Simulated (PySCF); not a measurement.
# C8H10FOP: excited states

What do calculations give for the excited states of C8H10FOP (`C=CC1=C(C)[P@@H](=O)C(C)=C1F`)?

Computed with PySCF 2.14.0 and routines of our own; the level stands in each step. Atoms count from 0.

## (1) The system as given

21 atoms, charge 0, multiplicity 1; geometry from: GFN2-xTB.

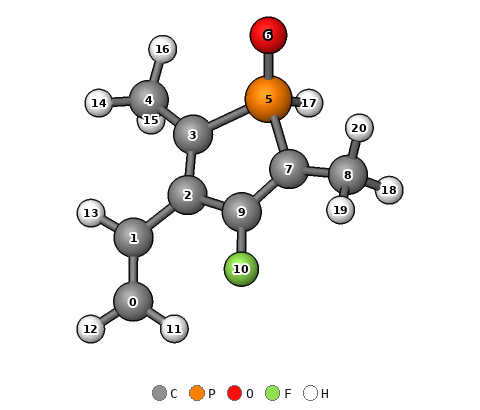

The starting geometry (carbon grey, phosphorus orange, oxygen red, fluorine green, hydrogen white).

## (2) Excited states: TDA CAM-B3LYP/def2-SVP

What the job is given:

```
{"job": {"kind": "states", "xc": "CAM-B3LYP", "basis": "def2-SVP", "tda": true, "soc": true, "nstates": 5, "ntriplets": 4, "nquad": 4}, "charge": 0, "multiplicity": 1}
C      2.595040     1.712100    -0.529058
C      2.159924     0.567510    -0.013198
C      0.775156     0.149589     0.106738
C      0.389875    -1.142666     0.246207
C      1.235210    -2.365198     0.279548
P     -1.422025    -1.230795     0.308522
O     -2.075234    -1.954010     1.398658
C     -1.600823     0.571010     0.216653
C     -2.895168     1.300327     0.264306
C     -0.364192     1.077752     0.115556
F     -0.142789     2.402121     0.068450
H      1.936668     2.468971    -0.916204
H      3.648676     1.924720    -0.590458
H      2.876968    -0.167386     0.329939
H      2.067465    -2.250793     0.974207
H      1.649711    -2.584689    -0.705847
H      0.625985    -3.210341     0.598313
H     -1.788168    -1.685127    -0.960993
H     -3.354058     1.329939    -0.725391
H     -2.750114     2.323208     0.607262
H     -3.577028     0.780702     0.936684
```

Method: TDA CAM-B3LYP/def2-SVP excited states, vertical, gas phase, spin-orbit mean-field couplings.

Command:

```sh
OMP_NUM_THREADS=1 python excited_run.py task.json out
```

One launch serves the whole session: the jobs run in the order shown.

Standard output:

```text
coarse grid: 18688 points
cycle   1  E = -826.1794684259  dE =  2.286e+00  |g| = 1.049e+00  |ddm| = 5.259e+00
cycle   2  E = -825.6967352366  dE =  4.827e-01  |g| = 1.878e+00  |ddm| = 3.931e+00
cycle   3  E = -826.4044932387  dE = -7.078e-01  |g| = 1.732e-01  |ddm| = 2.896e+00
cycle   4  E = -826.4095757224  dE = -5.082e-03  |g| = 9.636e-02  |ddm| = 3.244e-01
cycle   5  E = -826.4113268050  dE = -1.751e-03  |g| = 2.153e-02  |ddm| = 9.151e-02
cycle   6  E = -826.4114399973  dE = -1.132e-04  |g| = 5.621e-03  |ddm| = 3.203e-02
cycle   7  E = -826.4114493133  dE = -9.316e-06  |g| = 2.344e-03  |ddm| = 9.814e-03
final grid: 178128 points
cycle   8  E = -826.5456830016  dE = -4.098e-05  |g| = 4.471e-03  |ddm| = 3.177e-02
cycle   9  E = -826.5456812356  dE =  1.766e-06  |g| = 5.414e-03  |ddm| = 1.173e-02
cycle  10  E = -826.5456881480  dE = -6.912e-06  |g| = 7.062e-04  |ddm| = 6.462e-03
cycle  11  E = -826.5456882585  dE = -1.105e-07  |g| = 1.661e-04  |ddm| = 9.245e-04
cycle  12  E = -826.5456882656  dE = -7.160e-09  |g| = 7.790e-05  |ddm| = 3.010e-04
cycle  13  E = -826.5456882670  dE = -1.413e-09  |g| = 2.186e-05  |ddm| = 1.200e-04
cycle  14  E = -826.5456882672  dE = -1.853e-10  |g| = 8.826e-06  |ddm| = 4.043e-05
converged SCF energy = -826.5456882672

Singlet excitations
state   eV       nm        f     d(h-e)  d(exc)  Lambda  PR(NTO)  |dmu|/D   mu/D   main configurations
  1   4.0960   302.7   0.08956   0.445   3.072   0.792   1.051    1.273    2.963   H->L 0.88
  2   4.9242   251.8   0.02738   1.606   3.289   0.426   1.026    3.985    1.991   H-1->L 0.54, H-2->L 0.37
  3   5.0924   243.5   0.01126   2.162   3.429   0.415   1.020    5.586    3.200   H-2->L 0.53, H-1->L 0.40
  4   5.6600   219.1   0.08442   0.621   3.604   0.693   1.746    1.557    4.842   H-3->L 0.66, H->L+1 0.30
  5   6.4504   192.2   0.86237   0.547   3.170   0.680   1.792                     H->L+1 0.62, H-3->L 0.26

Triplet excitations (Tamm-Dancoff)
state   eV     d(h-e)  d(exc)  Lambda  PR(NTO)   main configurations
  1   2.2739   0.116   2.746   0.816   1.107   H->L 0.92
  2   3.7142   0.195   2.515   0.680   1.942   H-3->L 0.54, H->L+1 0.35
  3   4.5124   1.655   3.217   0.418   1.024   H-1->L 0.46, H-2->L 0.45
  4   4.7931   2.059   3.334   0.413   1.027   H-2->L 0.45, H-1->L 0.45
S1 - T1 = 1.8221 eV

Spin-orbit couplings |<S|Hso|T>| (cm-1)
             T1       T2       T3       T4
S0        1.670    0.819   11.999   18.359
S1        0.264    2.044    6.424   17.087
S2        2.626    5.042    4.688   35.522
S3        5.688    3.555   38.545    2.632
S4        2.406    0.378    8.673    5.095
S5        0.865    0.528    5.607    4.939
T1 sublevels (cm-1): 0.000 0.000 0.000   radiative rates (1/s): 0.0115 0.0341 0.37
```

It took 76 s on 1 thread of Intel Xeon Platinum 8375C at 2.90GHz, shared host; peak memory 1 GiB.

In short:

```csv
quantity,value
S1 less T1,1.82 eV
```

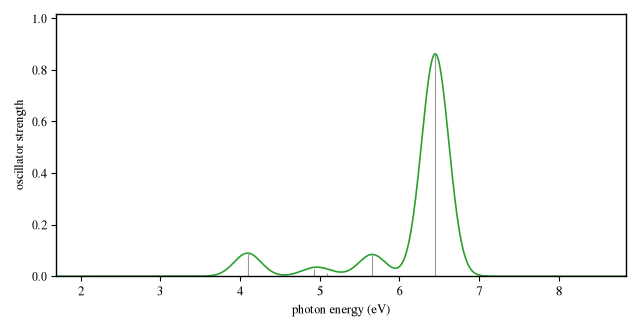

Absorption lines of the singlets. Lines are broadened to a width of 0.40 eV (Gaussian).

## (3) Results

```
                                   quantity    value
S1 less T1 (step 2, TDA CAM-B3LYP/def2-SVP)  1.82 eV
```

In step 2, the number of triplets below S1 is 2, and the largest singlet-triplet spin-orbit coupling is S3–T3, 38.55 cm⁻¹.
